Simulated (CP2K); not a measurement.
# GFN2-xTB run of C2H3F3 (SMILES CC(F)(F)F)

What is the energy change on altering one bond length of C2H3F3 at GFN2-xTB? 

The results are computed with CP2K 2026.2.

7 further runs of the same task are left out: 6 that didn't finish, 1 set aside as unsound or not needed.

**1. Starting point**

C2H3F3: 8 atoms, total charge 0, spin state singlet. SMILES: `CC(F)(F)F`. The coordinates come from a PBE0-D4/def2-TZVP relaxation.

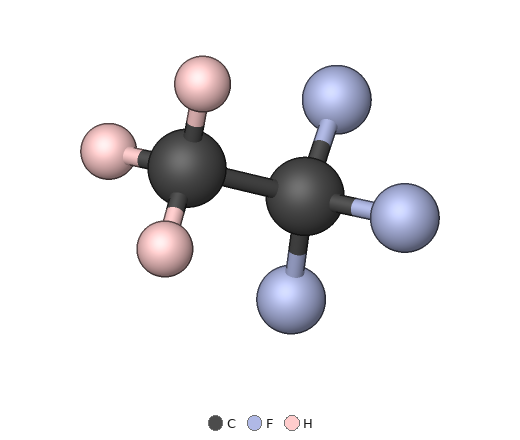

Viewed from a chosen angle; carbon dark grey, fluorine light blue, hydrogen pink.

**2. The energy at GFN2-xTB**

Input file molecule.xyz:

```xyz
8

C     -0.615400    -0.141500     0.471500
C      0.557600     0.109900    -0.423700
F      1.692800    -0.382000     0.093900
F      0.395200    -0.458200    -1.627700
F      0.754200     1.420300    -0.629900
H     -0.441600     0.335800     1.434900
H     -0.738000    -1.214600     0.611200
H     -1.512600     0.273100     0.014000
```

Input file mol.inp:

```
&GLOBAL
    PROJECT_NAME mol
    RUN_TYPE ENERGY
    PRINT_LEVEL MEDIUM
&END GLOBAL

&FORCE_EVAL
    METHOD QUICKSTEP
    &DFT
        CHARGE 0
        MULTIPLICITY 1
        &QS
            METHOD XTB
            EPS_DEFAULT 1.0E-10
            &XTB
                GFN_TYPE TBLITE
                &TBLITE
                    METHOD GFN2
                &END TBLITE
                CHECK_ATOMIC_CHARGES F
            &END XTB
        &END QS
        &POISSON
            PERIODIC NONE
            POISSON_SOLVER ANALYTIC
        &END POISSON
        &SCF
            SCF_GUESS ATOMIC
            EPS_SCF 1.0E-07
            MAX_SCF 150
            ADDED_MOS 8
            &DIAGONALIZATION
                ALGORITHM STANDARD
            &END DIAGONALIZATION
            &MIXING
                METHOD DIRECT_P_MIXING
                ALPHA 0.4
            &END MIXING
        &END SCF
        &PRINT
            &MOMENTS
                PERIODIC F
                REFERENCE COM
                MAX_MOMENT 1
            &END MOMENTS
            &MO ON
                ENERGIES T
                OCCUPATION_NUMBERS T
                NDIGITS 6
                &EACH
                    QS_SCF 0
                &END EACH
                ADD_LAST NUMERIC
            &END MO
            &HIRSHFELD OFF
            &END HIRSHFELD
        &END PRINT
    &END DFT
    &SUBSYS
        ! box in angstrom
        &CELL
            ABC [angstrom] 19.2 18.6 19.1
            PERIODIC NONE
        &END CELL
        &TOPOLOGY
            COORD_FILE_NAME molecule.xyz
            COORD_FILE_FORMAT XYZ
            &CENTER_COORDINATES
            &END CENTER_COORDINATES
        &END TOPOLOGY
    &END SUBSYS
&END FORCE_EVAL
```

Started as:

```
$ OMP_NUM_THREADS=1 cp2k.psmp -i mol.inp > mol.out 2>&1
```

Standard output:

```text
CP2K| version string:                                       CP2K version 2026.2
[...]
 GLOBAL| Method name                                                        CP2K
[...]
 GLOBAL| Run type                                                         ENERGY
[...]
                             - Atoms:                                          8
[...]
                             - Spherical basis functions:                     23
[...]
 Number of electrons:                                                         32
[...]
  *** SCF run converged in    12 steps ***
[...]
  Fermi energy:                                                 0.00653044358934
[...]
 TB_DIPOLE| Moment [Debye]         -2.26094111      -0.48396784       1.72582763
 TB_DIPOLE| Derivative [a.u.]       0.00000000       0.00000000       0.00000000
[...]
 ENERGY| Total FORCE_EVAL ( QS ) energy [hartree]            -20.022735198584503
[...]
```

It took 1.7 s on 1 thread of Intel Xeon at 2.70GHz, shared host; peak memory 0.23 GiB.

**3. The distorted shape at the same level**

Input file molecule.xyz:

```xyz
8

C     -1.201938    -0.267208     0.919129
C      0.557600     0.109900    -0.423700
F      1.692800    -0.382000     0.093900
F      0.395200    -0.458200    -1.627700
F      0.754200     1.420300    -0.629900
H     -1.028138     0.210092     1.882529
H     -1.324538    -1.340308     1.058829
H     -2.099138     0.147392     0.461629
```

Input file run.inp:

```
&FORCE_EVAL
 METHOD QUICKSTEP
 &DFT
  CHARGE 0
  MULTIPLICITY 1
  # Quickstep
  &QS
   METHOD XTB
   EPS_DEFAULT 1.0E-10
   &XTB
    GFN_TYPE TBLITE
    &TBLITE
     METHOD GFN2
    &END TBLITE
    CHECK_ATOMIC_CHARGES F
   &END XTB
  &END QS
  # cluster boundary conditions
  &POISSON
   PERIODIC NONE
   POISSON_SOLVER ANALYTIC
  &END POISSON
  # SCF settings
  &SCF
   SCF_GUESS ATOMIC
   EPS_SCF 1.0E-07
   MAX_SCF 150
   ADDED_MOS 8
   &DIAGONALIZATION
    ALGORITHM STANDARD
   &END DIAGONALIZATION
   &MIXING
    METHOD DIRECT_P_MIXING
    ALPHA 0.4
   &END MIXING
  &END SCF
  # extra output
  &PRINT
   &MOMENTS
    PERIODIC F
    REFERENCE COM
    MAX_MOMENT 1
   &END MOMENTS
   &MO ON
    ENERGIES T
    OCCUPATION_NUMBERS T
    NDIGITS 6
    &EACH
     QS_SCF 0
    &END EACH
    ADD_LAST NUMERIC
   &END MO
   &HIRSHFELD OFF
   &END HIRSHFELD
  &END PRINT
 &END DFT
 # atoms, cell and kinds
 &SUBSYS
  # box in angstrom
  &CELL
   ABC [angstrom] 19.8 18.8 19.5
   PERIODIC NONE
  &END CELL
  &TOPOLOGY
   COORD_FILE_NAME molecule.xyz
   COORD_FILE_FORMAT XYZ
   &CENTER_COORDINATES
   &END CENTER_COORDINATES
  &END TOPOLOGY
 &END SUBSYS
&END FORCE_EVAL

&GLOBAL
 PROJECT run
 RUN_TYPE ENERGY
 PRINT_LEVEL MEDIUM
&END GLOBAL
```

Started as:

```
$ OMP_NUM_THREADS=1 cp2k.psmp run.inp > run.out
```

Standard output:

```text
CP2K| version string:                                       CP2K version 2026.2
[...]
 GLOBAL| Method name                                                        CP2K
[...]
 GLOBAL| Run type                                                         ENERGY
[...]
                             - Atoms:                                          8
[...]
                             - Spherical basis functions:                     23
[...]
 Number of electrons:                                                         32
[...]
  *** SCF run converged in    16 steps ***
[...]
  Fermi energy:                                                -0.35635227721568
[...]
 TB_DIPOLE| Moment [Debye]         -2.33987221      -0.50091001       1.78606309
 TB_DIPOLE| Derivative [a.u.]       0.00000000       0.00000000       0.00000000
[...]
 ENERGY| Total FORCE_EVAL ( QS ) energy [hartree]            -19.914242269921878
[...]
```

Wall time 1.3 s (1 thread of Intel Xeon at 2.70GHz, shared host); peak memory 0.23 GiB.

**4. Results**

At GFN2-xTB:

| quantity | value |
| --- | --- |
| first shape: total energy | -20.02274 Eh |
| first shape: dipole moment (from atomic charges alone) | 2.89 D |
| first shape: HOMO energy | -13.66 eV |
| first shape: LUMO energy | 1.07 eV |
| first shape: HOMO–LUMO gap | 14.73 eV |
| distorted shape: total energy | -19.91424 Eh |
| distorted shape: dipole moment (from atomic charges alone) | 2.99 D |
| distorted shape: HOMO energy | -12.35 eV |
| distorted shape: LUMO energy | -8.82 eV |
| distorted shape: HOMO–LUMO gap | 3.53 eV |
| energy change with the C1–C2 bond stretched from 1.497 to 2.245 Å | 2.952 eV |

What this shows: One bond (distorted shape) is far stretched, which a spin-restricted single reference describes badly. With the C1–C2 bond stretched from 1.497 to 2.245 Å the energy rises by 2.95 eV (68 kcal/mol). The first shape isn't relaxed at this level, so the change isn't measured from a minimum. A restricted reference can't describe the breaking bond well at this length. The dipole (first shape) comes from point charges on the atoms alone, without atomic dipoles, so it is partial. The dipole (distorted shape) comes from point charges on the atoms alone, without atomic dipoles, so it is partial.
